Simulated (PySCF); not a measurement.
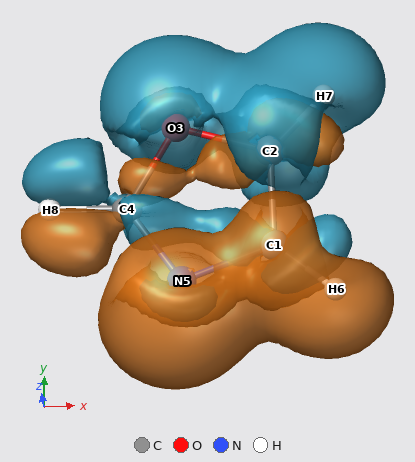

Figure. C3H3NO, SMILES `c1cocn1`. Change of the electron density in a uniform field of 0.21 V/Å, surfaces at ±0.001 e/Å³ (light blue: gain, orange: loss).

PySCF calculation, PBE/6-311G**, gas phase; geometry: GFN2-xTB. No frequency check shows the geometry to be a minimum. A basis without diffuse functions makes polarisabilities too small.

Coordinates in Å:

```
C1       0.9410   -0.6638    0.0000
C2       0.8839    0.6940    0.0000
O3      -0.4169    1.0535    0.0000
C4      -1.0875   -0.1027    0.0000
N5      -0.3345   -1.1507    0.0000
H6       1.7880   -1.3169    0.0000
H7       1.6235    1.4670    0.0000
H8      -2.1586   -0.0882    0.0000
```

> Along which Cartesian direction does the field point?

Along −y: electrons gather on the +y side, against the field.

> How large is the response?

The induced dipole is 0.41 D (along the field); α along this axis, from the fields in both directions, is 40 bohr³ (6.0 Å³).

> Which atoms gain and lose the most charge?

Electrons gather most on O3 (Hirshfeld charge changes by −0.010 e) and leave N5 most (+0.013 e); 0.040 electrons are displaced in all.
